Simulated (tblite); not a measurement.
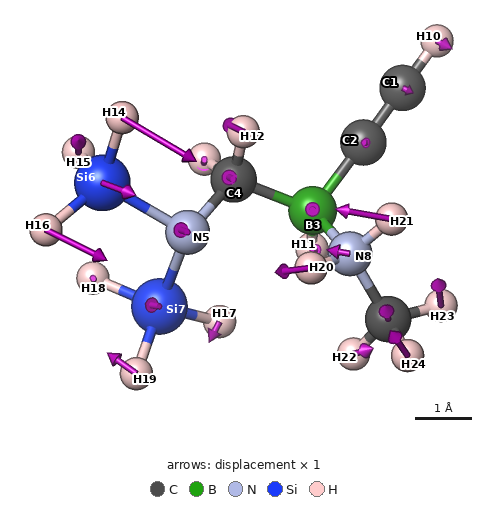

A relaxation of C₄H₁₅BN₂Si₂. The starting structure is drawn; purple arrows show the displacements, at their true length. The two geometries are superimposed by the best rigid fit.

Style: ball-and-stick. Shown face on.

Method: GFN2-xTB geometry optimisation, gas phase (tblite 0.8.0). 

Atoms of which element are displaced furthest, and by how much?

Hydrogen: up to 1.63 Å, against 0.82 Å for silicon.

Describe the change and its energy.

The atom that moves furthest after the best rigid fit is an H atom (1.63 Å). Largest moves by element: H 1.63 Å, Si 0.82 Å, C 0.67 Å, N 0.66 Å, B 0.37 Å. Near-neighbour distances that change, for instance: B–N 1.537 → 1.636 Å, N–Si 1.820 → 1.736 Å, B–C 1.574 → 1.645 Å, N–Si 1.800 → 1.731 Å. Among the angles between lasting bonds that change: Si–N–Si 103.9° → 125.1°, C–N–Si 104.7° → 116.1°, B–N–H 111.1° → 102.1°. Groups turn about B–N by about 25°. Over 156 geometry steps the energy falls by 1.365 eV.
